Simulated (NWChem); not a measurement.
# CsBr (SMILES [Br][Cs]): levels of theory compared

Aim: a comparison of 6 runs (HF/3-21G, HF/def2-TZVPP, CAM-B3LYP/def2-SVP, SVWN5/def2-TZVP, PBE/def2-TZVPP, MP2/def2-TZVPP) of CsBr. 

The results are computed with NWChem 7.3.0.

## 1. The structure to begin with

The species is CsBr (2 atoms), meant as a singlet with charge 0. As SMILES, `[Br][Cs]`. Geometry: the measured bond length.

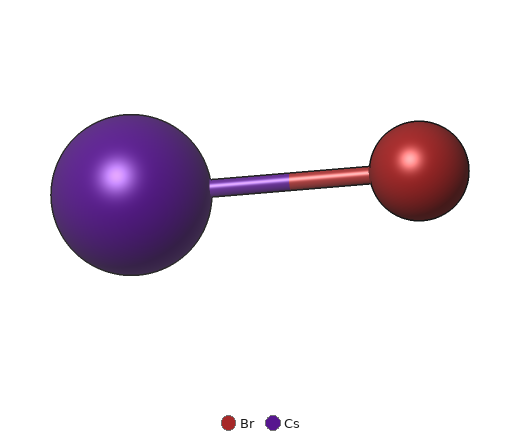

The structure, seen from a chosen angle (bromine red, caesium purple).

## 2. Energy and forces at HF/3-21G (run 1)

Input file sp.nw:

```
echo
start sp
title "CsBr"
memory 2200 mb

geometry units angstroms noautosym nocenter noautoz
   Br    0.000000    0.000000    0.000000
   Cs    0.000000    0.000000    3.072251
end

basis spherical bse
   Br library 3-21G
   Cs library 3-21G
end

scf
   thresh 1e-08
   maxiter 80
   print medium
end

task scf gradient
```

The run is started by

```bash
$ nwchem sp.nw > sp.out
```

Output:

```text
[...]
  functions       =    57
[...]
  wavefunction    = RHF
[...]
         Total SCF energy = -10090.196470419782
      One-electron energy = -14570.916346818844
      Two-electron energy =   4149.149895845902
 Nuclear repulsion energy =    331.569980553158
        Time for solution =      5.2s
[...]
                         RHF ENERGY GRADIENTS
    atom               coordinates                        gradient
                 x          y          z           x          y          z
   1 Br      0.000000   0.000000   0.000000    0.000000   0.000000   0.025073
   2 Cs      0.000000   0.000000   5.805713   -0.000000  -0.000000  -0.025073
[...]
```

It took 8.7 s on 1 thread of Intel Xeon Platinum 8259CL at 2.50GHz (Skylake/Cascade Lake), shared host; peak memory 0.1 GiB.

## 3. Energy and forces at HF/def2-TZVPP (core potential) (run 2)

Input file mymol.xyz:

```xyz
2

Br     0.000000     0.000000     0.000000
Cs     0.000000     0.000000     3.072251
```

Input file mymol.nw:

```
start mymol
memory 2200 mb

geometry units angstrom noautosym nocenter noautoz
load format xyz mymol.xyz
end

basis "ao basis" spherical bse
* library def2-TZVPP
end

ecp bse
Cs library def2-TZVPP
end

scf
thresh 1e-08
maxiter 80
print medium
end

task scf gradient
```

The run is started by

```bash
$ nwchem mymol.nw > mymol.out
```

Output:

```text
[...]
  functions       =    84
[...]
  wavefunction    = RHF
[...]
         Total SCF energy =  -2592.367197273723
      One-electron energy =  -3729.184824042386
      Two-electron energy =   1082.560720859965
 Nuclear repulsion energy =     54.256905908699
        Time for solution =     28.7s
[...]
                         RHF ENERGY GRADIENTS
    atom               coordinates                        gradient
                 x          y          z           x          y          z
   1 Br      0.000000   0.000000   0.000000    0.000000  -0.000000   0.010715
   2 Cs      0.000000   0.000000   5.805713   -0.000000   0.000000  -0.010715
[...]
```

Run time: 39 s. Hardware: 1 thread of Intel Xeon Platinum 8259CL at 2.50GHz (Skylake/Cascade Lake), shared host; peak memory 0.11 GiB.

Runs 3 to 5 aren't shown in full; the table further down has their settings and results.

## 4. Energy and forces at MP2/def2-TZVPP (core potential) (run 6)

Input file run.py:

```python
from ase import Atoms
from ase.calculators.nwchem import NWChem

molecule = Atoms('BrCs', positions=[
    [0.000000, 0.000000, 0.000000],
    [0.000000, 0.000000, 3.072251],
])

calc = NWChem(
    label='brcs',
    theory='mp2',
    memory='2200 mb',
    basis='def2-TZVPP',
    basispar='spherical bse',
    scf={'nopen': '0', 'rhf': None, 'thresh': '1e-08', 'maxiter': '80'},
    mp2={'freeze': 'core 9', 'tight': None},
    **{'ecp bse': {'Cs library': 'def2-TZVPP'}},
)
molecule.calc = calc

forces = molecule.get_forces()
print("Total energy (eV):", round(molecule.get_potential_energy(), 6))
print("forces (eV/A):")
for s, f in zip(molecule.symbols, forces):
    print(f"{s:2s} {f[0]:10.5f} {f[1]:10.5f} {f[2]:10.5f}")
```

The run is started by

```bash
$ export ASE_NWCHEM_COMMAND="nwchem PREFIX.nwi > PREFIX.nwo"
$ python run.py
```

Output:

```text
Total energy (eV): -70553.334477
forces (eV/A):
Br    0.00000    0.00000   -0.18533
Cs   -0.00000   -0.00000    0.18533
```

The calculator wrote brcs.nwi:

```
title "brcs"

permanent_dir brcs

scratch_dir brcs

start brcs

geometry units angstrom nocenter noautosym noautoz
  Br 0.0000000000000000e+00 0.0000000000000000e+00 0.0000000000000000e+00
  Cs 0.0000000000000000e+00 0.0000000000000000e+00 3.0722510000000001e+00
end

memory 2200 mb

basis spherical bse noprint
   * library def2-TZVPP
end

scf
  nopen 0
  rhf
  thresh 1e-08
  maxiter 80
end
mp2
  freeze core 9
  tight
end
ecp bse
  Cs library def2-TZVPP
end

task mp2 gradient
```

brcs.nwo:

```text
Northwest Computational Chemistry Package (NWChem) 7.3.0
             --------------------------------------------------------

           Job information
           ---------------

    nwchem branch   = 7.3.0
    use scalapack   = T
    input           = brcs.nwi
    prefix          = brcs.
    data base       = brcs/brcs.db
    status          = startup
    nproc           =        1

           Memory information
           ------------------

    heap     =     72089598 doubles =      550.0 Mbytes
    stack    =     72089595 doubles =      550.0 Mbytes
    global   =    144179200 doubles =     1100.0 Mbytes (distinct from heap & stack)
    total    =    288358393 doubles =     2200.0 Mbytes
    verify   = yes
    hardfail = no

[... 33 lines left out ...]
            Nuclear Dipole moment (a.u.)
[... 61 lines left out ...]
 1-e energy   =   -3722.641547
[... 7 lines left out ...]
         Quadratically convergent ROHF
[... 3 lines left out ...]
 Final Fock-matrix accuracy:          1.000E-10
[... 13 lines left out ...]
         Total SCF energy =  -2592.367197273901
[... 1 line left out ...]
      Two-electron energy =   1082.560720860389
[... 4 lines left out ...]
             Final eigenvalues
[... 420 lines left out ...]
 CPHF converged to   7.4D-07 in    9 iters
[... 11 lines left out ...]
 MP2 RHF      natural orbital occupation numbers
[... 87 lines left out ...]
  MP2 natural orbitals output to brcs/brcs.mp2nos

                         mp2 ENERGY GRADIENTS

    atom               coordinates                        gradient
                 x          y          z           x          y          z
   1 Br      0.000000   0.000000   0.000000   -0.000000  -0.000000   0.003604
   2 Cs      0.000000   0.000000   5.805713    0.000000   0.000000  -0.003604

                 ----------------------------------------
                 |  Time  |  1-e(secs)   |  2-e(secs)   |
                 ----------------------------------------
                 |  CPU   |       0.04   |       8.00   |
                 ----------------------------------------
                 |  WALL  |       0.04   |       8.00   |
                 ----------------------------------------
 -----------------------
 Task  times  cpu:       74.2s     wall:       74.2s
 Total times  cpu:       74.2s     wall:       74.2s
```

Run time: 76 s. Hardware: 1 thread of Intel Xeon Platinum 8259CL at 2.50GHz (Skylake/Cascade Lake), shared host; peak memory 0.26 GiB.

## 5. Overview of the runs

| run | level | core potential | iteration cap | energy (Eh) | dipole moment (D) | HOMO energy (eV) | LUMO energy (eV) | wall time |
| --- | --- | --- | --- | --- | --- | --- | --- | --- |
| 1 | HF/3-21G | – | 80 | -10090.196470 | 13.84 | -6.96 | 0.31 | 8.7 s |
| 2 | HF/def2-TZVPP (core potential) | def2-TZVPP | 80 | -2592.367197 | 11.40 | -8.41 | -0.21 | 39 s |
| 3 | CAM-B3LYP/def2-SVP (core potential) | def2-SVP | 100 | -2594.177435 | 10.64 | -6.73 | -0.83 | 23 s |
| 4 | SVWN5/def2-TZVP (core potential) | def2-TZVP | 100 | -2590.783216 | 10.24 | -4.82 | -1.65 | 27 s |
| 5 | PBE/def2-TZVPP (core potential) | def2-TZVPP | 100 | -2594.016638 | 10.28 | -4.63 | -1.63 | 46 s |
| 6 | MP2/def2-TZVPP (core potential) | def2-TZVPP | 80 | -2592.787240 | 11.19 | -8.41 | -0.21 | 76 s |

## 6. Results

| quantity | value |
| --- | --- |
| run 6: total energy | -2592.78724 Eh |
| run 6: dipole moment (of the density that the program reports) | 11.19 D |
| run 6: HOMO energy (Hartree–Fock orbitals) | -8.41 eV |
| run 6: LUMO energy (Hartree–Fock orbitals) | -0.21 eV |
| run 6: HOMO–LUMO gap (Hartree–Fock orbitals) | 8.20 eV |
| run 6: correlation energy (9 core orbitals frozen) | -420.0 mEh |
| run 6: largest force on an atom | 0.185 eV/Å |

In words: The dipole moment (its size) runs from 10.24 D (SVWN5/def2-TZVP) to 13.84 D (HF/3-21G). The two ends differ in method and basis and core potential. Over runs 1, 2, 3, 4, 5 the HOMO–LUMO gap runs from 3.00 eV (PBE/def2-TZVPP) to 8.20 eV (HF/def2-TZVPP). Exact exchange widens orbital gaps. Totals of different functionals can't be ranked against each other. Some runs of one species differ in core potentials or relativity; totals across that change don't compare. In run 1 relativity is left out where basis or elements ask for it. All runs together took 3.6 min, the longest 76 s.
